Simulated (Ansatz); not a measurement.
**ClFH₂Si···H₂···H₂O: density, localisation and related maps**

The calculation's input:

```
crystal:
  periodic: [false, false, false]
  atoms:
    - {symbol: Si, position_ang: [-1.037841, 1.205417, -0.393660]}
    - {symbol: H, position_ang: [1.170360, -2.581277, -1.636819]}
    - {symbol: H, position_ang: [-0.491996, 0.151615, -1.260359]}
    - {symbol: H, position_ang: [-2.077695, 2.023192, -1.050286]}
    - {symbol: Cl, position_ang: [0.445911, 2.483020, 0.195004]}
    - {symbol: H, position_ang: [0.188737, -0.795391, 1.749102]}
    - {symbol: F, position_ang: [-1.712489, 0.565394, 0.902787]}
    - {symbol: H, position_ang: [1.128861, -2.196041, -0.996857]}
    - {symbol: O, position_ang: [0.878806, -0.752118, 1.081923]}
    - {symbol: H, position_ang: [1.507348, -0.103811, 1.409066]}
basis:
  gaussian: {orbitals: def2-TZVPP}
hamiltonian: {xc: pbe0, dispersion: d4}
output: {orbitals: {seedname: orbitals}}
```

Command:

```sh
ansatz run in.yaml --threads 4 --pin off --events-out ev --progress --plain --max-ram 9574MiB
```

The product side of a reaction path; geometry: PBE0-D4/def2-TZVP.

Theory: Ansatz 0.2.0, RKS PBE0-D4/def2-TZVPP.

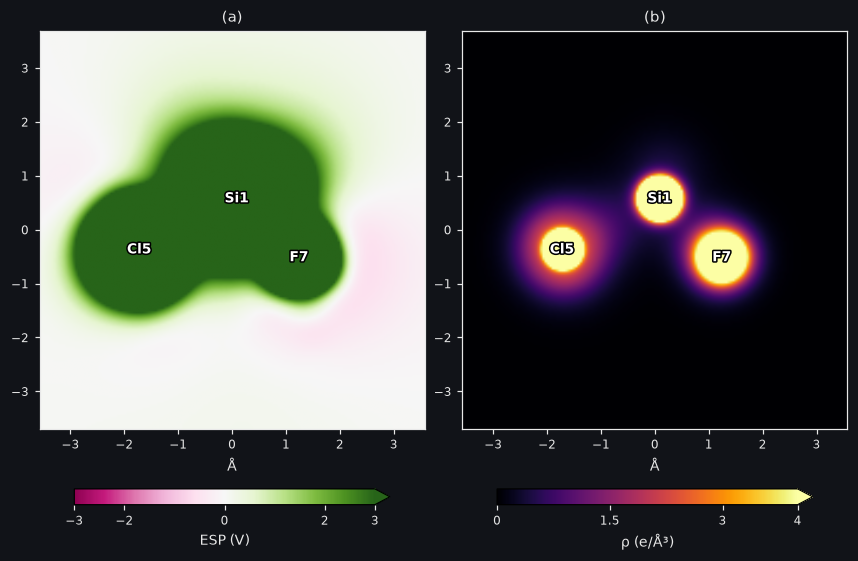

Figure 1. (a) electrostatic potential; (b) electron density on the plane of atoms Cl5, Si1 and F7.

Interpret the plot.

Atoms in the plane: Si, Cl and F. Si–F (1.60 Å): the density is about 1.2 e/Å³ at the midpoint. Si–Cl (2.04 Å): ρ is about 0.93 e/Å³ halfway. Outside the dense part of the complex the potential is most negative (−0.6 V) near F7.

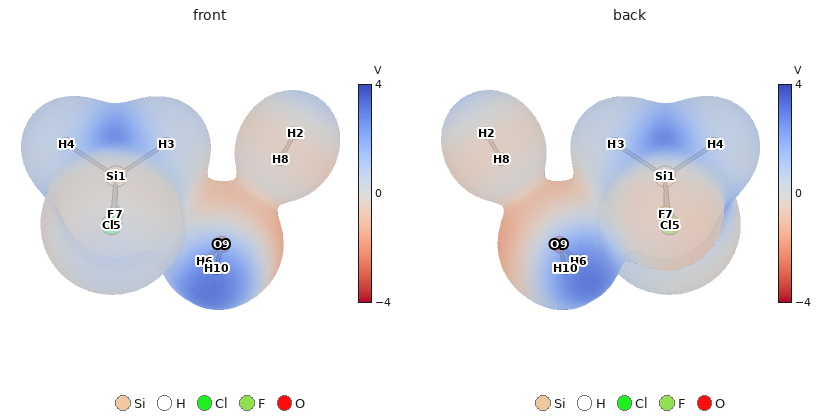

Figure 2. The molecular electrostatic potential painted on the density surface at 0.004 e/bohr³, seen from the front and from behind; the colour scale runs from red (negative) to blue (positive).

Describe the electrostatic potential map.

The most negative region (about −1.4 V) lies over O9, the most positive (about +3.2 V) over H6 and H10. O9 is the likeliest acceptor of a hydrogen bond.

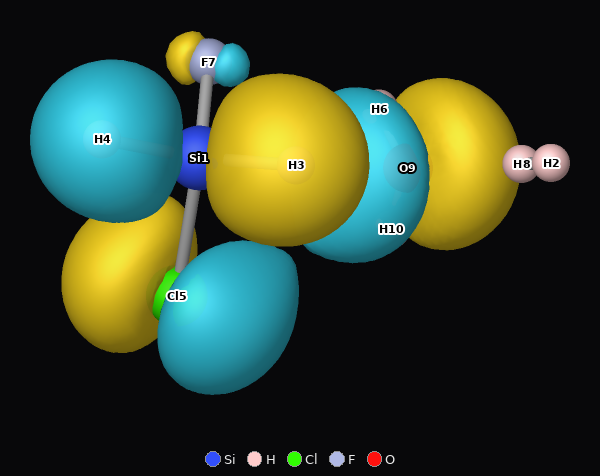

Figure 3. The HOMO−1 at ±0.08 Å⁻³ᐟ² (yellow and cyan are the two phases), seen from one side.

Where does this orbital lie, and at what energy?

By Hirshfeld shares it lies mainly on O9 (about 40 %), Cl5 (about 20 %), Si1 (about 15 %), H3 (about 10 %) and H4 (about 10 %). Its energy is −9.21 eV.
